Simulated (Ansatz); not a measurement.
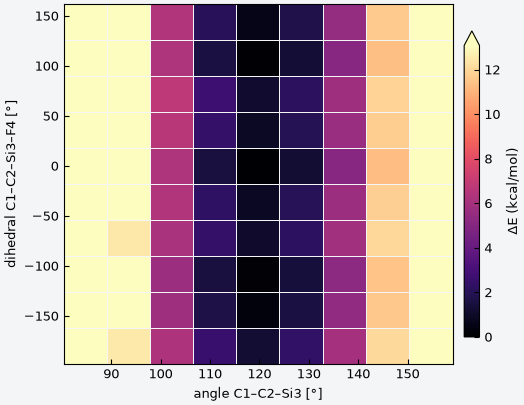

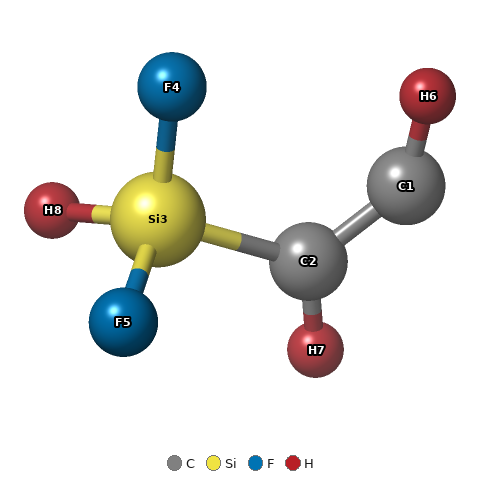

Energy landscape of C₂H₃F₂Si, SMILES [CH]=C[SiH](F)F, spin multiplicity 2. First axis: angle C1–C2–Si3. Second axis: dihedral C1–C2–Si3–F4. Nothing is relaxed (all other coordinates rigid). The grid has 9 × 10 points. Points are written as (first, second). Energies: kcal/mol, counted from the lowest grid point. Energies and slopes of some neighbouring points disagree (a jump in structure or state, or too coarse a mesh). These are results of Ansatz 0.2.0, UKS PBE0-D4/def2-SVP, not measurements.

The picture shows one coloured cell a grid point, one colour for all values above the top of the scale. The second picture is the structure at the lowest point.

**Describe this landscape.**

The lowest grid point is at (119.7°, 0°). Other grid points that lie below all their neighbours: (119.7°, 108°) (0.06 kcal/mol higher); (119.7°, −108°) (0.14 kcal/mol higher). The highest grid point, (84.7°, 0°), lies 36.9 kcal/mol above the lowest.

The values on the grid:

| dihedral C1–C2–Si3–F4 ↓, angle C1–C2–Si3 → | 84.7 | 93.4 | 102.2 | 110.9 | 119.7 | 128.4 | 137.2 | 145.9 | 154.7 |
| --- | --- | --- | --- | --- | --- | --- | --- | --- | --- |
| 144 | 29.3 | 14.6 | 6.4 | 2.0 | 0.6 | 1.8 | 5.5 | 11.6 | 20.1 |
| 108 | 36.0 | 16.3 | 6.3 | 1.6 | 0.1 | 1.3 | 5.1 | 11.3 | 19.9 |
| 72 | 25.0 | 13.8 | 6.8 | 2.7 | 1.1 | 2.2 | 5.8 | 11.9 | 20.4 |
| 36 | 26.9 | 14.2 | 6.6 | 2.4 | 0.9 | 2.0 | 5.6 | 11.8 | 20.3 |
| 0 | 36.9 | 16.5 | 6.3 | 1.5 | 0.0 | 1.2 | 5.1 | 11.3 | 19.8 |
| −36 | 26.3 | 13.8 | 6.4 | 2.3 | 0.9 | 2.0 | 5.7 | 11.8 | 20.3 |
| −72 | 22.2 | 12.5 | 6.1 | 2.4 | 1.1 | 2.2 | 5.9 | 12.0 | 20.5 |
| −108 | 28.1 | 13.9 | 5.8 | 1.5 | 0.1 | 1.4 | 5.2 | 11.5 | 20.0 |
| −144 | 26.6 | 13.5 | 5.8 | 1.7 | 0.3 | 1.6 | 5.4 | 11.6 | 20.1 |
| −180 | 21.9 | 12.5 | 6.3 | 2.6 | 1.2 | 2.3 | 6.0 | 12.1 | 20.6 |

Each point was launched as `ansatz run input.yaml --threads 1 --pin off --max-ram 2560MiB --backend cpu --events-out ev --progress --plain --runs-dir out`. Time for the 90 points that were run: 7.3 min on 1 thread of Intel(R) Xeon(R) Platinum 8488C (Sapphire Rapids), with other jobs on the host.
